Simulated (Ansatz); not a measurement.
# C₂H₃BClFO: up Jacob's ladder to CCSD(T)

Aim: compute C₂H₃BClFO with functionals from several rungs and with coupled cluster, and see how far each lands from CCSD(T) at the basis-set limit for the atomisation energy.

The runs use Ansatz 0.2.0, Gaussian basis; functionals in def2-TZVPP, the program's frozen cores in correlated methods.

Levels to be run: LDA (SPW92), PBE-D4, revPBE-D4, BLYP-D4, r2SCAN-D4, B97M-V, PBE0-D4, B3LYP-D4, r2SCANh-D4, r2SCAN0-D4, HSE06-D4, BHLYP-D4, CAM-B3LYP-D4, LC-ωPBE, ωB97X-V, ωB97M-V, B2PLYP, PBE-QIDH; CCSD(T)/def2-SVP; CCSD(T)/def2-TZVPP; MP2/def2-QZVPP; extrapolation to the limit; RPA on PBE.

## Step 1: The geometry

The geometry comes from an earlier relaxation with PBE0-D4 in a triple-zeta def2 set; it is a stationary point, not always the lowest conformer.

SMILES `C=COB(F)Cl`, 9 atoms, charge 0, spin multiplicity 1.

Atoms are counted from 1 here; the program's logs count them from 0.

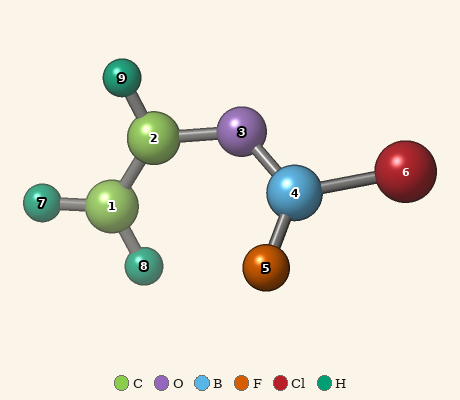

The structure; carbon green, oxygen purple, boron blue, fluorine orange, chlorine red, hydrogen teal; atoms are numbered from 1 in the order of the file.

## Step 2: LDA

This LDA is Slater exchange with PW92 correlation.

The input, in.yaml:

```yaml
crystal:
  periodic: [false, false, false]
  atoms:
    - {symbol: C, position_ang: [0.537952, -1.402719, -0.012783]}
    - {symbol: C, position_ang: [0.172586, -0.478131, 0.855858]}
    - {symbol: O, position_ang: [-0.610501, 0.614063, 0.583185]}
    - {symbol: B, position_ang: [-0.534388, 1.399481, -0.506650]}
    - {symbol: F, position_ang: [0.379011, 1.234489, -1.445431]}
    - {symbol: Cl, position_ang: [-1.683192, 2.708640, -0.672100]}
    - {symbol: H, position_ang: [1.131686, -2.238036, 0.332297]}
    - {symbol: H, position_ang: [0.268888, -1.362267, -1.060018]}
    - {symbol: H, position_ang: [0.426359, -0.521819, 1.908442]}
basis:
  gaussian: {orbitals: def2-TZVPP}
hamiltonian: {xc: lda}
output: {orbitals: {seedname: orbitals}}
```

Launch:

```
$ ansatz run in.yaml --threads 4 --pin off --events-out ev --progress --plain --max-ram 10444MiB
```

Output:

```text
Functional definition: SPW92
  name "SPW92"
  cite "Dirac, Proc. Camb. Phil. Soc. 26, 376 (1930) doi:10.1017/S0305004100016108"
  cite "Slater, Phys. Rev. 81, 385 (1951) doi:10.1103/PhysRev.81.385"
  cite "Perdew & Wang, Phys. Rev. B 45, 13244 (1992) doi:10.1103/PhysRevB.45.13244"
  exchange = slater_x
  correlation = pw_c
1307 factors; their error is unknown
mean field evaluation 1: about -19982.8926 eV, gradient 7.1e1 eV
mean field evaluation 2: about -19962.6000 eV, gradient 1.2e2 eV
mean field evaluation 4: about -19992.9421 eV, gradient 1.3e1 eV
mean field evaluation 8: about -19993.2587 eV, gradient 1.9e-1 eV
mean field evaluation 16: about -19993.2330 eV, gradient 2.1e-4 eV
mean field -19993.23296922 eV, -734.7377597187 hartree, gradient 2.6e-5 eV, S^2 0.000000; 0 other end points of the search recorded, 0 dependent functions left out
reference -19993.23300756 eV, -734.7377611279 hartree; 27, 27 occupied and 212, 212 virtual orbitals, 1307 factors
Total energy: -19993.23300756 eV, -734.7377611279 hartree
```

It took 1.6 s on 4 threads of Arm Neoverse V1, shared host.

With the free atoms at this level, -19945.679 eV in sum, the atomisation energy is 47.554 eV. HOMO -6.82 eV, LUMO -1.68 eV.

## Step 3: PBE-D4 (GGA)

Edit in.yaml of step 2 so:

```diff
@@ -14,3 +14,3 @@
   gaussian: {orbitals: def2-TZVPP}
-hamiltonian: {xc: lda}
-output: {orbitals: {seedname: orbitals}}
+hamiltonian: {xc: pbe, dispersion: d4}
+output: {forces: true, orbitals: {seedname: orbitals}}
```

Launched as before.

Output, cut to the lines that bear on the results:

```text
Functional definition: PBE
  name "PBE"
  cite "Perdew, Burke & Ernzerhof, Phys. Rev. Lett. 77, 3865 (1996) doi:10.1103/PhysRevLett.77.3865"
  parent pbe
[...]
1307 factors; their error is unknown
[...]
mean field -20078.77218053 eV, -737.8812677540 hartree, gradient 1.9e-5 eV, S^2 0.000000; 0 other end points of the search recorded, 0 dependent functions left out
[...]
reference -20078.77222220 eV, -737.8812692853 hartree; 27, 27 occupied and 212, 212 virtual orbitals, 1307 factors
Total energy: -20078.96430571 eV, -737.8883282242 hartree
Atom 0 at     0.537952    -1.402719    -0.012783 Å, force     0.124914    -0.317837    -0.271399 eV/Å
Atom 1 at     0.172586    -0.478131     0.855858 Å, force     0.038265     0.068493     0.287483 eV/Å
Atom 2 at    -0.610501     0.614063     0.583185 Å, force    -0.323913     0.061890     0.430234 eV/Å
Atom 3 at    -0.534388     1.399481    -0.506650 Å, force    -0.252418     0.235166    -0.017960 eV/Å
Atom 4 at     0.379011     1.234489    -1.445431 Å, force     0.487584    -0.070557    -0.499514 eV/Å
Atom 5 at    -1.683192     2.708640    -0.672100 Å, force    -0.204506     0.221668    -0.015827 eV/Å
Atom 6 at     1.131686    -2.238036     0.332297 Å, force     0.123900    -0.185915     0.057079 eV/Å
Atom 7 at     0.268888    -1.362267    -1.060018 Å, force    -0.048469    -0.005725    -0.218663 eV/Å
Atom 8 at     0.426359    -0.521819     1.908442 Å, force     0.054644    -0.007184     0.248567 eV/Å
Dipole moment:     0.151665    -0.283652     0.148754 e Å
```

Wall time 2.9 s (4 threads of Arm Neoverse V1, shared host).

With the free atoms at this level, -20036.780 eV in sum, the atomisation energy is 42.184 eV. HOMO -6.60 eV, LUMO -1.38 eV.

## Step 4: revPBE-D4 (GGA)

Edit in.yaml of step 3 so:

```diff
@@ -14,3 +14,3 @@
   gaussian: {orbitals: def2-TZVPP}
-hamiltonian: {xc: pbe, dispersion: d4}
-output: {forces: true, orbitals: {seedname: orbitals}}
+hamiltonian: {xc: {name: revPBE}, dispersion: d4}
+output: {orbitals: {seedname: orbitals}}
```

Launched as before.

Output:

```text
Functional definition: revPBE
  name "revPBE"
  cite "Zhang & Yang, Phys. Rev. Lett. 80, 890 (1998) doi:10.1103/PhysRevLett.80.890"
  cite "Perdew, Burke & Ernzerhof, Phys. Rev. Lett. 77, 3865 (1996) doi:10.1103/PhysRevLett.77.3865"
  parameter kappa = 1.245
  parameter beta = 0.06672455060314922
  exchange = pbe_x(kappa = kappa, mu = beta*pi^2/3)
  correlation = pbe_c(beta = beta)
1307 factors; their error is unknown
mean field evaluation 1: about -20078.1844 eV, gradient 6.9e1 eV
mean field evaluation 2: about -20060.9860 eV, gradient 1.1e2 eV
mean field evaluation 4: about -20087.4708 eV, gradient 1.1e1 eV
mean field evaluation 8: about -20087.7067 eV, gradient 1.5e-1 eV
mean field evaluation 16: about -20087.6800 eV, gradient 5.8e-4 eV
mean field -20087.68003440 eV, -738.2086253455 hartree, gradient 6.8e-5 eV, S^2 0.000000; 0 other end points of the search recorded, 0 dependent functions left out
reference -20087.68008679 eV, -738.2086272711 hartree; 27, 27 occupied and 212, 212 virtual orbitals, 1307 factors
Total energy: -20088.30801754 eV, -738.2317033003 hartree
```

It took 2.3 s on 4 threads of Arm Neoverse V1, shared host.

With the free atoms at this level, -20047.408 eV in sum, the atomisation energy is 40.900 eV. HOMO -6.52 eV, LUMO -1.27 eV.

## Step 5: BLYP-D4 (GGA)

Edit in.yaml of step 4 so:

```diff
@@ -14,3 +14,3 @@
   gaussian: {orbitals: def2-TZVPP}
-hamiltonian: {xc: {name: revPBE}, dispersion: d4}
+hamiltonian: {xc: {name: BLYP}, dispersion: d4}
 output: {orbitals: {seedname: orbitals}}
```

Same command.

Output:

```text
Functional definition: BLYP
  name "BLYP"
  cite "Becke, Phys. Rev. A 38, 3098 (1988) doi:10.1103/PhysRevA.38.3098"
  cite "Lee, Yang & Parr, Phys. Rev. B 37, 785 (1988) doi:10.1103/PhysRevB.37.785"
  parameter beta = 0.0042
  parameter a = 0.04918
  parameter b = 0.132
  parameter c = 0.2533
  parameter d = 0.349
  exchange = b88_x(beta = beta)
  correlation = lyp_c(a = a, b = b, c = c, d = d)
1307 factors; their error is unknown
mean field evaluation 1: about -20079.6548 eV, gradient 7.5e1 eV
mean field evaluation 2: about -20056.5235 eV, gradient 1.3e2 eV
mean field evaluation 4: about -20090.4182 eV, gradient 1.4e1 eV
mean field evaluation 8: about -20090.7922 eV, gradient 1.7e-1 eV
mean field evaluation 16: about -20090.7645 eV, gradient 2.7e-4 eV
mean field -20090.76452837 eV, -738.3219784085 hartree, gradient 4.6e-5 eV, S^2 0.000000; 0 other end points of the search recorded, 0 dependent functions left out
reference -20090.76489182 eV, -738.3219917647 hartree; 27, 27 occupied and 212, 212 virtual orbitals, 1307 factors
Total energy: -20091.19393496 eV, -738.3377588095 hartree
```

Wall time 2.4 s (4 threads of Arm Neoverse V1, shared host).

Atomisation energy: 40.930 eV (free atoms -20050.264 eV, run apart). HOMO -6.44 eV, LUMO -1.25 eV.

## Step 6: r2SCAN-D4 (meta-GGA)

Edit in.yaml of step 5 so:

```diff
@@ -14,3 +14,3 @@
   gaussian: {orbitals: def2-TZVPP}
-hamiltonian: {xc: {name: BLYP}, dispersion: d4}
-output: {orbitals: {seedname: orbitals}}
+hamiltonian: {xc: r2scan, dispersion: d4}
+output: {forces: true, orbitals: {seedname: orbitals}}
```

Same command.

Output, cut to the lines that bear on the results:

```text
Functional definition: r2SCAN
  name "r2SCAN"
  cite "Furness, Kaplan, Ning, Perdew & Sun, J. Phys. Chem. Lett. 11, 8208 (2020) doi:10.1021/acs.jpclett.0c02405"
  cite "Furness, Kaplan, Ning, Perdew & Sun, J. Phys. Chem. Lett. 11, 9248 (2020) doi:10.1021/acs.jpclett.0c03077"
  parent r2scan
[...]
1307 factors; their error is unknown
[...]
mean field -20087.91938812 eV, -738.2174214326 hartree, gradient 1.8e-5 eV, S^2 0.000000; 0 other end points of the search recorded, 0 dependent functions left out
[...]
reference -20087.91939984 eV, -738.2174218635 hartree; 27, 27 occupied and 212, 212 virtual orbitals, 1307 factors
Total energy: -20087.96775217 eV, -738.2191987785 hartree
Atom 0 at     0.537952    -1.402719    -0.012783 Å, force     0.052696    -0.158294    -0.165600 eV/Å
Atom 1 at     0.172586    -0.478131     0.855858 Å, force     0.140878    -0.100925     0.194766 eV/Å
Atom 2 at    -0.610501     0.614063     0.583185 Å, force    -0.176668     0.103346     0.136566 eV/Å
Atom 3 at    -0.534388     1.399481    -0.506650 Å, force    -0.063543     0.074075    -0.054216 eV/Å
Atom 4 at     0.379011     1.234489    -1.445431 Å, force     0.135123    -0.031647    -0.113540 eV/Å
Atom 5 at    -1.683192     2.708640    -0.672100 Å, force    -0.063219     0.072333    -0.009615 eV/Å
Atom 6 at     1.131686    -2.238036     0.332297 Å, force    -0.012884     0.018625    -0.003440 eV/Å
Atom 7 at     0.268888    -1.362267    -1.060018 Å, force     0.001741     0.006069     0.016864 eV/Å
Atom 8 at     0.426359    -0.521819     1.908442 Å, force    -0.014124     0.016418    -0.001785 eV/Å
Dipole moment:     0.156425    -0.289381     0.150870 e Å
```

It took 5 s on 4 threads of Arm Neoverse V1, shared host.

With the free atoms at this level, -20046.779 eV in sum, the atomisation energy is 41.188 eV. HOMO -6.81 eV, LUMO -1.09 eV.

## Step 7: B97M-V (meta-GGA)

Edit in.yaml of step 6 so:

```diff
@@ -14,3 +14,3 @@
   gaussian: {orbitals: def2-TZVPP}
-hamiltonian: {xc: r2scan, dispersion: d4}
-output: {forces: true, orbitals: {seedname: orbitals}}
+hamiltonian: {xc: {name: B97M-V}}
+output: {orbitals: {seedname: orbitals}}
```

Launched as before.

Output, cut to the lines that bear on the results:

```text
Functional definition: B97M-V
  name "B97M-V"
  cite "Mardirossian & Head-Gordon, J. Chem. Phys. 142, 074111 (2015) doi:10.1063/1.4907719"
  cite "Becke, J. Chem. Phys. 107, 8554 (1997) doi:10.1063/1.475007"
  cite "Vydrov & Van Voorhis, J. Chem. Phys. 133, 244103 (2010) doi:10.1063/1.3521275"
  # Of w^i u^j: cxij and so on, Table III.
[...]
  gx(w, u) = cx00 + cx01*u + cx02*u^2 + (cx10 + cx11*u)*w
  gss(w, u) = css00 + css02*u^2 + css10*w + (css32*w^3 + css42*w^4)*u^2
  gos(w, u) = cos00 + cos01*u + cos03*u^3 + cos10*w + cos32*w^3*u^2
[...]
      + integral(e_c_pw_mod_opposite_spin*gos(b97_w_opposite, b97_u_opposite)) + vv10(b, c)
1307 factors; their error is unknown
[...]
mean field -20088.13911670 eV, -738.2254963091 hartree, gradient 4.6e-5 eV, S^2 0.000000; 0 other end points of the search recorded, 0 dependent functions left out
reference -20088.13917652 eV, -738.2254985074 hartree; 27, 27 occupied and 212, 212 virtual orbitals, 1307 factors
Total energy: -20088.13917652 eV, -738.2254985074 hartree
```

Run time: 9 s. Hardware: 4 threads of Arm Neoverse V1, shared host.

With the free atoms at this level, -20047.069 eV in sum, the atomisation energy is 41.070 eV. HOMO -6.81 eV, LUMO -0.99 eV.

## Step 8: PBE0-D4 (hybrid)

Edit in.yaml of step 7 so:

```diff
@@ -14,3 +14,3 @@
   gaussian: {orbitals: def2-TZVPP}
-hamiltonian: {xc: {name: B97M-V}}
+hamiltonian: {xc: pbe0, dispersion: d4}
 output: {orbitals: {seedname: orbitals}}
```

Its log isn't repeated here (it stands with the study of this molecule's fields); it ends on a total energy of -20080.262236 eV.

Atomisation energy: 41.135 eV (free atoms -20039.127 eV, run apart). HOMO -7.80 eV, LUMO -0.35 eV.

## Step 9: B3LYP-D4 (hybrid)

B3LYP here takes the VWN-RPA correlation.

Edit in.yaml of step 8 so:

```diff
@@ -14,3 +14,3 @@
   gaussian: {orbitals: def2-TZVPP}
-hamiltonian: {xc: pbe0, dispersion: d4}
-output: {orbitals: {seedname: orbitals}}
+hamiltonian: {xc: {name: B3LYP}, dispersion: d4}
+output: {forces: true, orbitals: {seedname: orbitals}}
```

Same command.

Output, cut to the lines that bear on the results:

```text
Functional definition: B3LYP
  name "B3LYP"
  cite "Stephens, Devlin, Chabalowski & Frisch, J. Phys. Chem. 98, 11623 (1994) doi:10.1021/j100096a001"
  cite "Becke, Phys. Rev. A 38, 3098 (1988) doi:10.1103/PhysRevA.38.3098"
  cite "Lee, Yang & Parr, Phys. Rev. B 37, 785 (1988) doi:10.1103/PhysRevB.37.785"
  cite "Vosko, Wilk & Nusair, Can. J. Phys. 58, 1200 (1980) doi:10.1139/p80-159"
[...]
1326 factors; their error is unknown
[...]
mean field -20093.13759601 eV, -738.4091870356 hartree, gradient 2.9e-5 eV, S^2 0.000000; 0 other end points of the search recorded, 0 dependent functions left out
[...]
reference -20093.13786238 eV, -738.4091968244 hartree; 27, 27 occupied and 212, 212 virtual orbitals, 1326 factors
Total energy: -20093.44658955 eV, -738.4205423386 hartree
Atom 0 at     0.537952    -1.402719    -0.012783 Å, force     0.045781    -0.124303    -0.088679 eV/Å
Atom 1 at     0.172586    -0.478131     0.855858 Å, force     0.157287    -0.209546     0.245087 eV/Å
Atom 2 at    -0.610501     0.614063     0.583185 Å, force    -0.130970     0.151601     0.002761 eV/Å
Atom 3 at    -0.534388     1.399481    -0.506650 Å, force    -0.065344     0.008414     0.085419 eV/Å
Atom 4 at     0.379011     1.234489    -1.445431 Å, force     0.171148    -0.036163    -0.167893 eV/Å
Atom 5 at    -1.683192     2.708640    -0.672100 Å, force    -0.153167     0.178095    -0.030767 eV/Å
Atom 6 at     1.131686    -2.238036     0.332297 Å, force    -0.035658     0.048100    -0.041504 eV/Å
Atom 7 at     0.268888    -1.362267    -1.060018 Å, force     0.027109    -0.015651     0.074417 eV/Å
Atom 8 at     0.426359    -0.521819     1.908442 Å, force    -0.016187    -0.000547    -0.078840 eV/Å
Dipole moment:     0.156981    -0.295447     0.153680 e Å
```

Run time: 4.7 s. Hardware: 4 threads of Arm Neoverse V1, shared host; peak memory 0.65 GiB.

Atomisation energy: 40.757 eV (free atoms -20052.690 eV, run apart). HOMO -7.57 eV, LUMO -0.60 eV.

## Step 10: r2SCANh-D4 (hybrid)

Edit in.yaml of step 9 so:

```diff
@@ -14,3 +14,3 @@
   gaussian: {orbitals: def2-TZVPP}
-hamiltonian: {xc: {name: B3LYP}, dispersion: d4}
-output: {forces: true, orbitals: {seedname: orbitals}}
+hamiltonian: {xc: {name: r2SCANh}, dispersion: d4}
+output: {orbitals: {seedname: orbitals}}
```

Same command.

Output, cut to the lines that bear on the results:

```text
Functional definition: r2SCANh
  name "r2SCANh"
  cite "Bursch, Neugebauer, Ehlert & Grimme, J. Chem. Phys. 156, 134105 (2022) doi:10.1063/5.0086040"
  cite "Furness, Kaplan, Ning, Perdew & Sun, J. Phys. Chem. Lett. 11, 8208 (2020) doi:10.1021/acs.jpclett.0c02405"
  cite "Furness, Kaplan, Ning, Perdew & Sun, J. Phys. Chem. Lett. 11, 9248 (2020) doi:10.1021/acs.jpclett.0c03077"
  parent r2scan
[...]
1307 factors; their error is unknown
[...]
mean field -20087.49160522 eV, -738.2017007009 hartree, gradient 2.8e-5 eV, S^2 0.000000; 0 other end points of the search recorded, 0 dependent functions left out
reference -20087.49161592 eV, -738.2017010942 hartree; 27, 27 occupied and 212, 212 virtual orbitals, 1307 factors
Total energy: -20087.54267823 eV, -738.2035775993 hartree
```

Wall time 4.9 s (4 threads of Arm Neoverse V1, shared host); peak memory 0.59 GiB.

Atomisation energy: 40.826 eV (free atoms -20046.717 eV, run apart). HOMO -7.27 eV, LUMO -0.72 eV.

## Step 11: r2SCAN0-D4 (hybrid)

Edit in.yaml of step 10 so:

```diff
@@ -14,3 +14,3 @@
   gaussian: {orbitals: def2-TZVPP}
-hamiltonian: {xc: {name: r2SCANh}, dispersion: d4}
+hamiltonian: {xc: {name: r2SCAN0}, dispersion: d4}
 output: {orbitals: {seedname: orbitals}}
```

Launched as before.

Output, cut to the lines that bear on the results:

```text
Functional definition: r2SCAN0
  name "r2SCAN0"
  cite "Bursch, Neugebauer, Ehlert & Grimme, J. Chem. Phys. 156, 134105 (2022) doi:10.1063/5.0086040"
  cite "Furness, Kaplan, Ning, Perdew & Sun, J. Phys. Chem. Lett. 11, 8208 (2020) doi:10.1021/acs.jpclett.0c02405"
  cite "Furness, Kaplan, Ning, Perdew & Sun, J. Phys. Chem. Lett. 11, 9248 (2020) doi:10.1021/acs.jpclett.0c03077"
  parent r2scan
[...]
1338 factors; their error is unknown
[...]
mean field -20086.88591719 eV, -738.1794420763 hartree, gradient 2.2e-5 eV, S^2 0.000000; 0 other end points of the search recorded, 0 dependent functions left out
reference -20086.88592638 eV, -738.1794424143 hartree; 27, 27 occupied and 212, 212 virtual orbitals, 1338 factors
Total energy: -20086.94215205 eV, -738.1815086693 hartree
```

It took 4.5 s on 4 threads of Arm Neoverse V1, shared host; peak memory 0.6 GiB.

Atomisation energy: 40.305 eV (free atoms -20046.637 eV, run apart). HOMO -7.94 eV, LUMO -0.17 eV.

## Step 12: HSE06-D4 (hybrid)

HSE06 is the plane-wave form, built on full-range PBE exchange.

Edit in.yaml of step 11 so:

```diff
@@ -14,3 +14,3 @@
   gaussian: {orbitals: def2-TZVPP}
-hamiltonian: {xc: {name: r2SCAN0}, dispersion: d4}
+hamiltonian: {xc: hse06, dispersion: d4}
 output: {orbitals: {seedname: orbitals}}
```

Launched as before.

Output, cut to the lines that bear on the results:

```text
Functional definition: HSE06
  name "HSE06"
  cite "Heyd, Scuseria & Ernzerhof, J. Chem. Phys. 118, 8207 (2003) doi:10.1063/1.1564060"
  cite "Krukau, Vydrov, Izmaylov & Scuseria, J. Chem. Phys. 125, 224106 (2006) doi:10.1063/1.2404663"
  cite "Heyd & Scuseria, J. Chem. Phys. 120, 7274 (2004) doi:10.1063/1.1668634"
  cite "Ernzerhof & Perdew, J. Chem. Phys. 109, 3313 (1998) doi:10.1063/1.476928"
  cite "Perdew, Burke & Ernzerhof, Phys. Rev. Lett. 77, 3865 (1996) doi:10.1103/PhysRevLett.77.3865"
  parent pbe
[...]
  # The whole range is PBE's own exchange, as in plane waves. The composition of these papers is wPBEh.
[...]
1338 factors; their error is unknown
97 factors; integrals over basis functions are off by at most 3.3e-7 eV
[...]
mean field -20079.53049671 eV, -737.9091353595 hartree, gradient 3.2e-5 eV, S^2 0.000000; 0 other end points of the search recorded, 0 dependent functions left out
reference -20079.53053693 eV, -737.9091368374 hartree; 27, 27 occupied and 212, 212 virtual orbitals, 1338 factors
Total energy: -20079.68035249 eV, -737.9146424576 hartree
```

Run time: 3 s. Hardware: 4 threads of Arm Neoverse V1, shared host; peak memory 0.6 GiB.

With the free atoms at this level, -20038.505 eV in sum, the atomisation energy is 41.175 eV. HOMO -7.39 eV, LUMO -0.74 eV.

## Step 13: BHLYP-D4 (hybrid)

Edit in.yaml of step 12 so:

```diff
@@ -14,3 +14,3 @@
   gaussian: {orbitals: def2-TZVPP}
-hamiltonian: {xc: hse06, dispersion: d4}
+hamiltonian: {xc: {name: BHLYP}, dispersion: d4}
 output: {orbitals: {seedname: orbitals}}
```

The command is unchanged.

Output:

```text
Functional definition: BHLYP
  name "BHLYP"
  cite "Becke, J. Chem. Phys. 98, 1372 (1993) doi:10.1063/1.464304"
  cite "Becke, Phys. Rev. A 38, 3098 (1988) doi:10.1103/PhysRevA.38.3098"
  cite "Lee, Yang & Parr, Phys. Rev. B 37, 785 (1988) doi:10.1103/PhysRevB.37.785"
  parameter a = 0.5
  exchange = (1 - a)*b88_x + a*exact_x
  correlation = lyp_c
1524 factors; their error is unknown
mean field evaluation 1: about -20084.0893 eV, gradient 5.1e1 eV
mean field evaluation 2: about -20085.0617 eV, gradient 4.8e1 eV
mean field evaluation 4: about -20088.9012 eV, gradient 2.0e0 eV
mean field evaluation 8: about -20088.9087 eV, gradient 4.8e-2 eV
mean field evaluation 16: about -20089.0339 eV, gradient 1.1e-4 eV
mean field -20089.03385574 eV, -738.2583773622 hartree, gradient 3.6e-5 eV, S^2 0.000000; 0 other end points of the search recorded, 0 dependent functions left out
reference -20089.03403366 eV, -738.2583839006 hartree; 27, 27 occupied and 212, 212 virtual orbitals, 1524 factors
Total energy: -20089.25674687 eV, -738.2665684602 hartree
```

It took 3 s on 4 threads of Arm Neoverse V1, shared host; peak memory 0.6 GiB.

With the free atoms at this level, -20049.970 eV in sum, the atomisation energy is 39.286 eV. HOMO -8.84 eV, LUMO 0.76 eV.

## Step 14: CAM-B3LYP-D4 (range-separated)

Edit in.yaml of step 13 so:

```diff
@@ -14,3 +14,3 @@
   gaussian: {orbitals: def2-TZVPP}
-hamiltonian: {xc: {name: BHLYP}, dispersion: d4}
+hamiltonian: {xc: {name: CAM-B3LYP}, dispersion: d4}
 output: {orbitals: {seedname: orbitals}}
```

Same command.

Output, cut to the lines that bear on the results:

```text
Functional definition: CAM-B3LYP
  name "CAM-B3LYP"
  cite "Yanai, Tew & Handy, Chem. Phys. Lett. 393, 51 (2004) doi:10.1016/j.cplett.2004.06.011"
  cite "Iikura, Tsuneda, Yanai & Hirao, J. Chem. Phys. 115, 3540 (2001) doi:10.1063/1.1383587"
  cite "Becke, Phys. Rev. A 38, 3098 (1988) doi:10.1103/PhysRevA.38.3098"
  cite "Lee, Yang & Parr, Phys. Rev. B 37, 785 (1988) doi:10.1103/PhysRevB.37.785"
  cite "Vosko, Wilk & Nusair, Can. J. Phys. 58, 1200 (1980) doi:10.1139/p80-159"
[...]
  # Exact exchange under (alpha + beta erf(omega r))/r, Becke's under what is left of 1/r.
[...]
1326 factors; their error is unknown
293 factors; integrals over basis functions are off by at most 1.3e-5 eV
[...]
mean field -20090.14988218 eV, -738.2993905773 hartree, gradient 6.6e-5 eV, S^2 0.000000; 0 other end points of the search recorded, 0 dependent functions left out
reference -20090.15001195 eV, -738.2993953465 hartree; 27, 27 occupied and 212, 212 virtual orbitals, 1326 factors
Total energy: -20090.31278475 eV, -738.3053771366 hartree
```

Wall time 3.2 s (4 threads of Arm Neoverse V1, shared host); peak memory 0.64 GiB.

With the free atoms at this level, -20049.279 eV in sum, the atomisation energy is 41.034 eV. HOMO -9.16 eV, LUMO 0.77 eV.

(Part 1 of 2 ends here.)
